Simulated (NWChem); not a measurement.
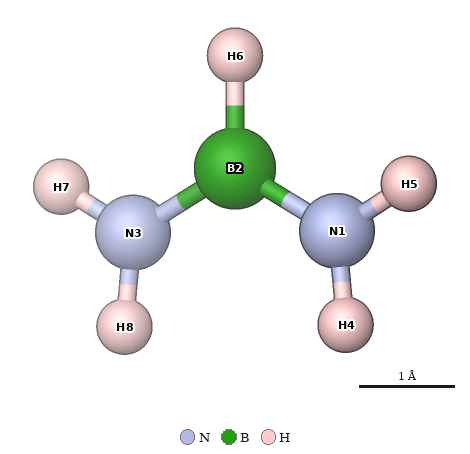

**Figure 1.** The structure (ball-and-stick view, seen at a tilt; atoms are numbered from 1 in the order of the input).

Single-point calculation, with input and output: BN2H5 (charge −1) (part 1 of 3)

- system: BN2H5, charge −1, multiplicity 2
- method: HF/3-21G, UHF (NWChem 7.3.0)

The geometry is that of the parent species in another charge or spin state. The geometry comes from this level: PBE0-D4/def2-TZVP.

Input file
```
echo
START run
TITLE "BH5N2"
memory stack 880 mb heap 220 mb global 1100 mb
charge -1

GEOMETRY units angstrom noautosym nocenter noautoz
N       -0.971000       0.516500      -0.581100
B        0.194200       0.386600       0.200500
N        0.848200      -0.845200       0.401400
H       -1.426800      -0.244500      -1.053400
H       -1.423900       1.400900      -0.713700
H        0.649700       1.368600       0.718000
H        1.676700      -0.919800       0.960900
H        0.545000      -1.720300       0.011600
END

BASIS spherical bse
* library 3-21G
END

SCF
doublet
uhf
thresh 1e-08
maxiter 80
END

TASK scf energy
```

Run as:
```bash
nwchem run.nw > run.out
```

Output
```
============================== echo of input deck ==============================
echo
START run
TITLE "BH5N2"
memory stack 880 mb heap 220 mb global 1100 mb
charge -1

GEOMETRY units angstrom noautosym nocenter noautoz
N       -0.971000       0.516500      -0.581100
B        0.194200       0.386600       0.200500
N        0.848200      -0.845200       0.401400
H       -1.426800      -0.244500      -1.053400
H       -1.423900       1.400900      -0.713700
H        0.649700       1.368600       0.718000
H        1.676700      -0.919800       0.960900
H        0.545000      -1.720300       0.011600
END

BASIS spherical bse
* library 3-21G
END

SCF
doublet
uhf
thresh 1e-08
maxiter 80
END

TASK scf energy
================================================================================

             Northwest Computational Chemistry Package (NWChem) 7.3.0
             --------------------------------------------------------

           Job information
           ---------------

    nwchem branch   = 7.3.0
    use scalapack   = T
    input           = run.nw
    prefix          = run.
    data base       = ./run.db
    status          = startup
    nproc           =        1

           Memory information
           ------------------

    heap     =     28835834 doubles =      220.0 Mbytes
    stack    =    115343359 doubles =      880.0 Mbytes
    global   =    144179200 doubles =     1100.0 Mbytes (distinct from heap & stack)
    total    =    288358393 doubles =     2200.0 Mbytes
    verify   = yes
    hardfail = no

           Directory information
           ---------------------

  0 permanent = .
  0 scratch   = .

                                NWChem Input Module
                                -------------------

                                       BH5N2
                                       -----

 Scaling coordinates for geometry "geometry" by  1.889725989
 (inverse scale =  0.529177249)

                             Geometry "geometry" -> ""
                             -------------------------

 Output coordinates in angstroms (scale by  1.889725989 to convert to a.u.)

  No.       Tag          Charge          X              Y              Z
 ---- ---------------- ---------- -------------- -------------- --------------
    1 N                    7.0000    -0.97100000     0.51650000    -0.58110000
    2 B                    5.0000     0.19420000     0.38660000     0.20050000
    3 N                    7.0000     0.84820000    -0.84520000     0.40140000
    4 H                    1.0000    -1.42680000    -0.24450000    -1.05340000
    5 H                    1.0000    -1.42390000     1.40090000    -0.71370000
    6 H                    1.0000     0.64970000     1.36860000     0.71800000
    7 H                    1.0000     1.67670000    -0.91980000     0.96090000
    8 H                    1.0000     0.54500000    -1.72030000     0.01160000

      Atomic Mass
      -----------

      N                 14.003070
      B                 11.009310
      H                  1.007825

 Effective nuclear repulsion energy (a.u.)      68.8525998030

            Nuclear Dipole moment (a.u.)
            ----------------------------
        X                 Y               Z
 ---------------- ---------------- ----------------
     0.2496328031    -0.9127376525    -0.6273890282

            XYZ format geometry
            -------------------
     8
 geometry
 N                    -0.97100000     0.51650000    -0.58110000
 B                     0.19420000     0.38660000     0.20050000
 N                     0.84820000    -0.84520000     0.40140000
 H                    -1.42680000    -0.24450000    -1.05340000
 H                    -1.42390000     1.40090000    -0.71370000
 H                     0.64970000     1.36860000     0.71800000
 H                     1.67670000    -0.91980000     0.96090000
 H                     0.54500000    -1.72030000     0.01160000

 ==============================================================================
                                internuclear distances
 ------------------------------------------------------------------------------
       center one      |      center two      | atomic units |  angstroms
 ------------------------------------------------------------------------------
    2 B                |   1 N                |     2.66275  |     1.40906
    3 N                |   2 B                |     2.66271  |     1.40905
    4 H                |   1 N                |     1.89910  |     1.00496
    5 H                |   1 N                |     1.89432  |     1.00243
    6 H                |   2 B                |     2.26736  |     1.19984
    7 H                |   3 N                |     1.89446  |     1.00251
    8 H                |   3 N                |     1.89884  |     1.00483
 ------------------------------------------------------------------------------
                         number of included internuclear distances:          7
 ==============================================================================

 ==============================================================================
                                 internuclear angles
 ------------------------------------------------------------------------------
        center 1       |       center 2       |       center 3       |  degrees
 ------------------------------------------------------------------------------
    2 B                |   1 N                |   4 H                |   124.47
    2 B                |   1 N                |   5 H                |   121.89
    4 H                |   1 N                |   5 H                |   113.64
    1 N                |   2 B                |   3 N                |   122.92
    1 N                |   2 B                |   6 H                |   118.54
    3 N                |   2 B                |   6 H                |   118.54
    2 B                |   3 N                |   7 H                |   121.88
    2 B                |   3 N                |   8 H                |   124.47
    7 H                |   3 N                |   8 H                |   113.64
 ------------------------------------------------------------------------------
                            number of included internuclear angles:          9
 ==============================================================================

 Summary of "ao basis" -> "" (spherical)
 ------------------------------------------------------------------------------
       Tag                 Description            Shells   Functions and Types
 ---------------- ------------------------------  ------  ---------------------
 *                           3-21G                    on all atoms

                      Basis "ao basis" -> "ao basis" (spherical)
                      -----
  [basis functions not shown]

 Summary of "ao basis" -> "ao basis" (spherical)
 ------------------------------------------------------------------------------
       Tag                 Description            Shells   Functions and Types
 ---------------- ------------------------------  ------  ---------------------
 N                           3-21G                   5        9   3s2p
 B                           3-21G                   5        9   3s2p
 H                           3-21G                   2        2   2s

                                 NWChem SCF Module
                                 -----------------

                                       BH5N2

  ao basis        = "ao basis"
  functions       =    37
  atoms           =     8
  alpha electrons =    13
  beta  electrons =    12
  charge          =  -1.00
  wavefunction    = UHF
  input vectors   = atomic
  output vectors  = ./run.movecs
  use symmetry    = F
  symmetry adapt  = F

 Summary of "ao basis" -> "ao basis" (spherical)
 ------------------------------------------------------------------------------
       Tag                 Description            Shells   Functions and Types
 ---------------- ------------------------------  ------  ---------------------
 N                           3-21G                   5        9   3s2p
 B                           3-21G                   5        9   3s2p
 H                           3-21G                   2        2   2s

 Forming initial guess at       0.0s

      Superposition of Atomic Density Guess
      -------------------------------------

 Sum of atomic energies:        -134.90391880

 Renormalizing density from      24.00 to     25

      Non-variational initial energy
      ------------------------------

 Total energy =    -140.244045
 1-e energy   =    -330.519587
 2-e energy   =     121.422943
 HOMO         =       0.429709
 LUMO         =       0.441746

 Starting SCF solution at       0.1s

 ----------------------------------------------
         Quadratically convergent UHF

 Convergence threshold     :          1.000E-08
 Maximum no. of iterations :           80
 Integral*density screening:          1.000E-10
 ----------------------------------------------

              iter       energy          gnorm     gmax       time
             ----- ------------------- --------- --------- --------
                 1     -135.5120448673  5.49D-01  1.15D-01      0.1
                 2     -135.5544550853  2.34D-01  5.82D-02      0.1
                 3     -135.5613929173  1.64D-02  6.40D-03      0.3
  ga_iter_lsolve: convergence stagnant ... aborting solve
                 4     -135.5618761472  1.73D-03  4.99D-04      0.5
  ga_iter_lsolve: convergence stagnant ... aborting solve

 Disabled NR: increased maxiter to  90

                 5     -135.5618774605  1.16D-03  2.85D-04      0.7
                 6     -135.5618788969  2.07D-03  6.24D-04      0.8
                 7     -135.5625310038  7.96D-02  2.32D-02      1.3
                 8     -135.5625351743  8.36D-02  2.44D-02      1.8
                 9     -135.5655022058  1.31D-01  3.50D-02      1.9
                10     -135.5697062528  1.68D-01  4.62D-02      2.0
                11     -135.5836285788  1.57D-01  5.22D-02      2.1
                12     -135.5964738756  1.01D-01  3.06D-02      2.2
                13     -135.6001170588  4.16D-02  8.11D-03      2.3
                14     -135.6007354767  2.29D-02  4.55D-03      2.4
                15     -135.6008708497  1.41D-02  2.84D-03      2.5
                16     -135.6009397041  8.35D-03  1.73D-03      2.5
                17     -135.6009660442  4.81D-03  1.05D-03      2.6
                18     -135.6009732623  2.07D-03  5.94D-04      2.7
                19     -135.6009754690  1.23D-03  2.01D-04      2.8
                20     -135.6009760324  7.21D-04  1.13D-04      2.8
                21     -135.6009761562  4.39D-04  6.88D-05      2.9
                22     -135.6009761982  1.80D-04  3.27D-05      3.0
                23     -135.6009762079  7.01D-05  1.01D-05      3.1
                24     -135.6009762093  3.56D-05  7.14D-06      3.2
                25     -135.6009762096  2.04D-05  4.21D-06      3.3
                26     -135.6009762097  1.29D-05  2.87D-06      3.3
                27     -135.6009762097  7.49D-06  1.28D-06      3.4
                28     -135.6009762098  4.24D-06  9.10D-07      3.5
                29     -135.6009762098  1.86D-06  3.25D-07      3.5
                30     -135.6009762098  9.34D-07  1.32D-07      3.6
                31     -135.6009762098  4.85D-07  1.20D-07      3.7
                32     -135.6009762098  2.56D-07  4.18D-08      3.8
                33     -135.6009762098  9.00D-08  1.93D-08      3.8
                34     -135.6009762098  4.66D-08  8.21D-09      3.9
                35     -135.6009762098  2.71D-08  5.19D-09      4.0
                36     -135.6009762098  1.52D-08  2.49D-09      4.1
                37     -135.6009762098  7.19D-09  1.34D-09      4.2

       Final UHF  results
       ------------------

         Total SCF energy =   -135.600976209766
      One electron energy =   -326.603667534629
      Two electron energy =    122.150091521843
 Nuclear repulsion energy =     68.852599803019

                       Sz =      0.5000
                 Sz(Sz+1) =      0.7500
                      S^2 =      0.7588

        Time for solution =      4.1s

          Final alpha eigenvalues
          -----------------------

              1
    1  -15.1660
    2  -15.1659
    3   -7.2026
    4   -0.8834
    5   -0.8483
    6   -0.4391
    7   -0.4138
    8   -0.3828
    9   -0.2979
   10   -0.2175
   11   -0.1903
   12   -0.1435
   13    0.1997
   14    0.4838
   15    0.5175
   16    0.5466
   17    0.5909
   18    0.6541
   19    0.6878
   20    0.7331
   21    0.9480
   22    0.9860
   23    1.2221

          Final beta eigenvalues
          ----------------------

              1
    1  -15.1612
    2  -15.1610
    3   -7.1923
    4   -0.8680
    5   -0.8345
    6   -0.4150
    7   -0.4069
    8   -0.3797
    9   -0.2950
   10   -0.1827
   11   -0.1621
   12   -0.0937
   13    0.4903
   14    0.5241
   15    0.5478
   16    0.5658
   17    0.5923
   18    0.6993
   19    0.7076
   20    0.7466
   21    1.0110
   22    1.0384
   23    1.2351

                    UHF Final Alpha Molecular Orbital Analysis
                    ------------------------------------------

 Vector    3  Occ=1.000000D+00  E=-7.202590D+00
              MO Center=  1.9D-01,  3.9D-01,  2.0D-01, r^2= 4.1D-02
   Bfn.  Coefficient  Atom+Function         Bfn.  Coefficient  Atom+Function
  ----- ------------  ---------------      ----- ------------  ---------------
    10      0.987295  2 B  s

 Vector    4  Occ=1.000000D+00  E=-8.834150D-01
              MO Center= -7.2D-02, -1.9D-01, -1.0D-01, r^2= 2.3D+00
   Bfn.  Coefficient  Atom+Function         Bfn.  Coefficient  Atom+Function
  ----- ------------  ---------------      ----- ------------  ---------------
     6      0.462123  1 N  s                 24      0.462316  3 N  s
     1     -0.153376  1 N  s                 19     -0.153441  3 N  s

 Vector    5  Occ=1.000000D+00  E=-8.483345D-01
              MO Center= -7.4D-02, -1.9D-01, -1.0D-01, r^2= 2.6D+00
   Bfn.  Coefficient  Atom+Function         Bfn.  Coefficient  Atom+Function
  ----- ------------  ---------------      ----- ------------  ---------------
     6      0.473061  1 N  s                 24     -0.472867  3 N  s
     1     -0.157082  1 N  s                 19      0.157019  3 N  s

 Vector    6  Occ=1.000000D+00  E=-4.390843D-01
              MO Center=  3.6D-02,  4.5D-02,  2.0D-02, r^2= 2.3D+00
   Bfn.  Coefficient  Atom+Function         Bfn.  Coefficient  Atom+Function
  ----- ------------  ---------------      ----- ------------  ---------------
    15      0.275639  2 B  s                 22      0.207394  3 N  py
     3      0.200893  1 N  px                26      0.193916  3 N  py
     7      0.190432  1 N  px                10     -0.173797  2 B  s
    11      0.158355  2 B  s

 Vector    7  Occ=1.000000D+00  E=-4.138283D-01
              MO Center= -5.0D-02, -1.4D-01, -7.8D-02, r^2= 3.1D+00
   Bfn.  Coefficient  Atom+Function         Bfn.  Coefficient  Atom+Function
  ----- ------------  ---------------      ----- ------------  ---------------
     4      0.244228  1 N  py                 8      0.213655  1 N  py
    21      0.177259  3 N  px                25      0.157429  3 N  px
    30      0.157771  5 H  s                 34      0.157865  7 H  s

 Vector    8  Occ=1.000000D+00  E=-3.828012D-01
              MO Center= -1.3D-01, -3.2D-01, -1.7D-01, r^2= 2.9D+00
   Bfn.  Coefficient  Atom+Function         Bfn.  Coefficient  Atom+Function
  ----- ------------  ---------------      ----- ------------  ---------------
     4      0.233552  1 N  py                 8      0.202091  1 N  py
    22     -0.191924  3 N  py                28     -0.185549  4 H  s
    36      0.185380  8 H  s                 29     -0.174609  4 H  s
    37      0.174398  8 H  s                 26     -0.170506  3 N  py

 Vector    9  Occ=1.000000D+00  E=-2.979402D-01
              MO Center=  1.7D-02,  3.5D-03, -1.2D-03, r^2= 2.4D+00
   Bfn.  Coefficient  Atom+Function         Bfn.  Coefficient  Atom+Function
  ----- ------------  ---------------      ----- ------------  ---------------
     3      0.227816  1 N  px                 7      0.227992  1 N  px
    22     -0.198461  3 N  py                26     -0.198484  3 N  py
    12     -0.188565  2 B  px                21      0.188146  3 N  px
    25      0.188493  3 N  px                 6      0.170356  1 N  s
    24     -0.170352  3 N  s                 31     -0.156347  5 H  s
```
